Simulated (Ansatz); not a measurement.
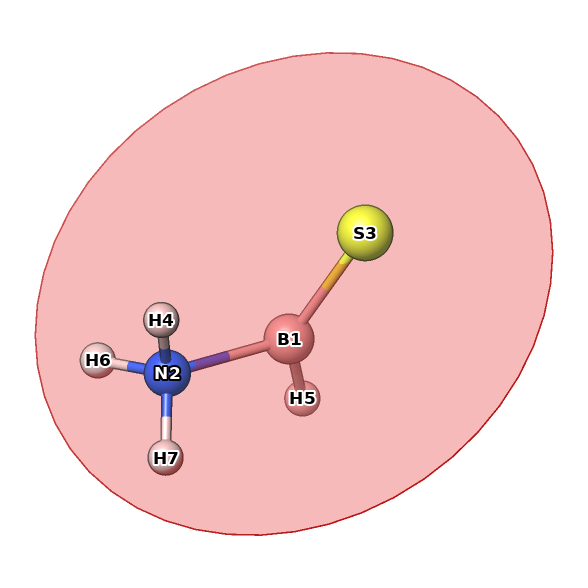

A disc through the centre of mass is drawn in. Distant atoms are faded towards the background colour. The computed structure is the end point of a PBE0-D4/def2-TZVP optimisation.

### Is the plane of the disc a mirror plane of the structure?

No. The point group is Cs, with 1 mirror plane, and this plane isn't one of its mirror planes.
